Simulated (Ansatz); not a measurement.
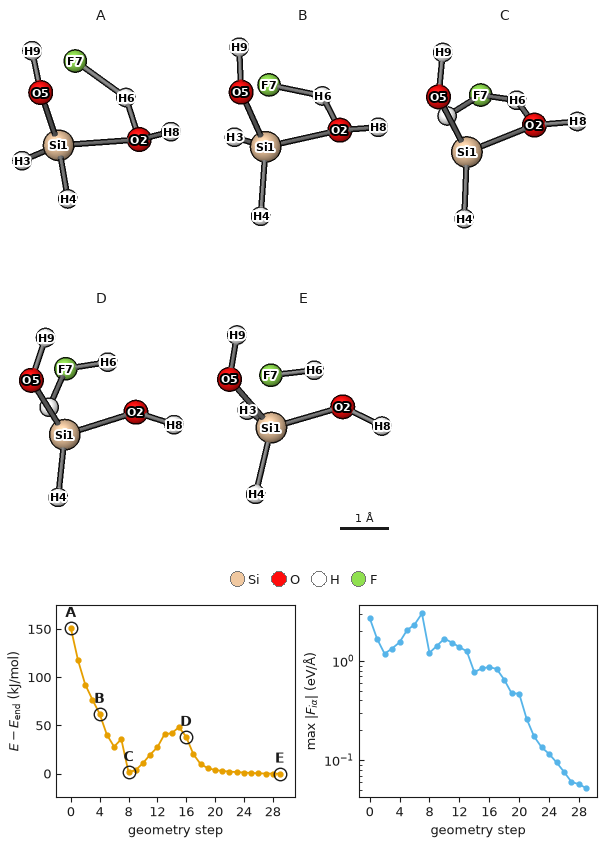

Frames of a saddle-point search of SiH₅O₂F (charge +1), marked on the history of the run. The picture is a ball-and-stick view, seen at a tilt.

These are results of RKS PBE0-D4/def2-SVP in Ansatz 0.2.0, not measurements.

Input file:
```yaml
crystal:
  periodic: [false, false, false]
  atoms:
    - {symbol: Si, position_ang: [-0.461300, -0.575700, -0.085600]}
    - {symbol: O, position_ang: [0.542000, 0.132000, 1.250500]}
    - {symbol: H, position_ang: [0.266300, -1.742400, -0.514200]}
    - {symbol: H, position_ang: [-1.643600, -0.889700, 0.714600]}
    - {symbol: O, position_ang: [-1.106300, 0.534400, -1.055900]}
    - {symbol: H, position_ang: [1.288200, 0.387400, 0.514700]}
    - {symbol: F, position_ang: [1.478000, 0.308100, -0.805800]}
    - {symbol: H, position_ang: [0.176900, 0.902500, 1.693200]}
    - {symbol: H, position_ang: [-0.540300, 0.943400, -1.711600]}
basis:
  gaussian: {orbitals: def2-SVP}
total_charge: 1
hamiltonian: {xc: pbe0, dispersion: d4}
saddle:
  max_steps: 30
  mode_guess:
    - [0.2048, 0.0275, -0.2572]
    - [0.1191, 0.0407, 0.1078]
    - [-0.0046, -0.1360, -0.0358]
    - [0.2284, 0.0982, -0.0692]
    - [-0.0565, 0.0434, -0.0311]
    - [-0.0641, 0.1023, 0.6462]
    - [-0.3964, -0.2770, -0.2892]
    - [0.0301, 0.0524, 0.0329]
    - [-0.0608, 0.0486, -0.1043]
```

Launched with:
```bash
ansatz run in.yaml --threads 4 --pin off --events-out ev --progress --plain --max-ram 9574MiB
```

Describe the path.

The relaxation stopped without meeting its thresholds, so the last structure isn't shown to be converged. The input was poor on purpose: wrong charge. The atom that moves furthest after the best rigid fit is F7 (1.20 Å). Largest moves by element: F 1.20 Å, H 1.07 Å, O 0.71 Å, Si 0.50 Å. Near-neighbour distances that change, for instance: O2–H6 1.079 → 2.384 Å, Si1–H6 2.085 → 2.992 Å, Si1–F7 2.250 → 2.969 Å, H6–F7 1.336 → 0.941 Å. Bonds break, among them: O2–H6 (1.08 → 2.38 Å). Among the angles between lasting bonds that change: H3–Si1–O5 125.6° → 101.9°, O2–Si1–H4 97.3° → 120.8°, O2–Si1–H3 104.8° → 88.9°. Over 29 geometry steps the energy falls by 151.1 kJ/mol. Largest force component: 2.7 eV/Å at the start, 0.052 eV/Å at the end. From step 0 to 4: F7 moves most (0.76 Å), energy −89.1 kJ/mol. From step 4 to 8: H3 moves most (0.60 Å), energy −60.4 kJ/mol. From step 8 to 16: H6 moves most (0.66 Å), energy +36.5 kJ/mol. From step 16 to 29: H4 moves most (0.40 Å), energy −38.1 kJ/mol.
